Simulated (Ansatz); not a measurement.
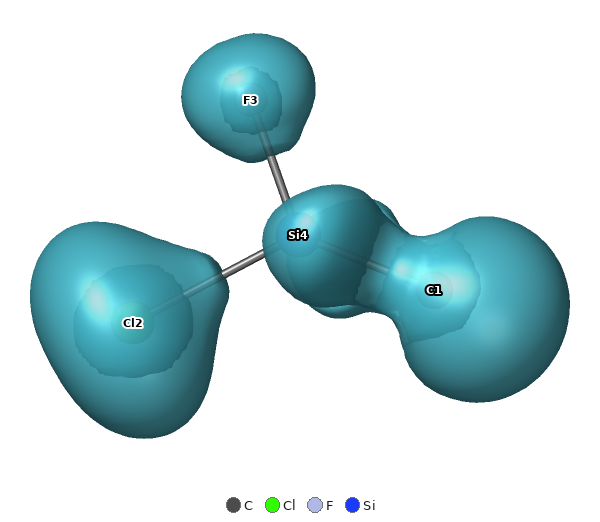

The picture shows: CClFSi (SMILES [C]#[Si-](F)Cl) (charge −1, doublet). Isosurface of the electron localisation function at 0.75 (cyan), seen across its widest extent. Core shells and regions of very low density are left out.

Geometry: BLYP-D3(BJ)/def2-SVPD.

Level of theory: Ansatz 0.2.0, isolated molecule in a Gaussian basis; Kohn-Sham density functional theory, functional PBE0.

The calculation's input:

```
crystal:
  periodic: [false, false, false]
  atoms:
    - {symbol: C, position_ang: [-0.652960, -0.050846, 0.826637]}
    - {symbol: Cl, position_ang: [1.925335, 0.073576, -1.713491]}
    - {symbol: F, position_ang: [0.554208, -2.444895, -0.860476]}
    - {symbol: Si, position_ang: [0.389513, -0.815939, -0.365932]}
basis:
  gaussian:
    orbitals: def2-TZVPD
hamiltonian:
  xc: pbe0
total_charge: -1
magnetization:
  spin_polarized: true
  initial_magnetization: 1
output: {forces: true, orbitals: {seedname: orbitals}}
```

Launched as:

```sh
ansatz run input.yaml --threads 2 --pin off --max-ram 4350MiB --events-out events.jsonl --progress --plain --runs-dir runs
```

> What do the ELF domains correspond to?

The surface consists of one region on Cl in which the atom's valence shell and bonds are merged, one region wrapped around F (its lone pairs, merged into a ring or cap) and one joined region spread over several atoms (C, Si), in which their bonds and any lone pairs are merged.

Values along the shortest contacts:
Si–F (1.71 Å): the ELF peaks at about 0.85 in the valence shell of F, 0.6 Å from its nucleus, and is about 0.50 at the midpoint. C–Si (1.76 Å): the ELF peaks at about 0.80 between the atoms; localised, covalent bonding.
